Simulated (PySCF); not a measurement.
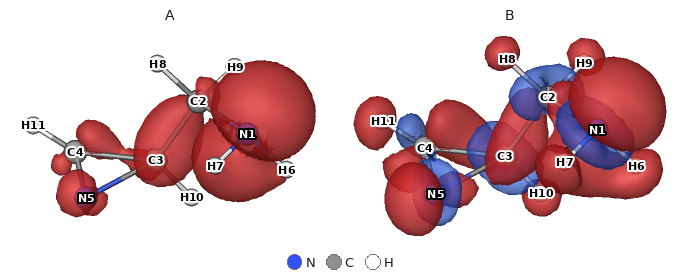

Figure. C3H6N2, SMILES `NCC1C=N1`. The Fukui function f⁻ from two separate SCF calculations and the density of the HOMO, at ±0.03 e/Å³ (red positive, blue negative).

PySCF calculation, r2SCAN/6-31+G*, gas phase; geometry: GFN2-xTB. No frequency check shows the geometry to be a minimum.

### Which panel is which, and how good is the frozen-orbital picture?

B is f⁻ (it has negative regions), A the HOMO density. The HOMO lies on N1 (60 %) and C2 and C3 (8 % each); f⁻ (Hirshfeld-condensed) is largest on N1 (0.28); the vertical ionisation energy is 8.79 eV. Relaxation shifts 36 % of the electron between atoms. The orbital energy is −5.59 eV.
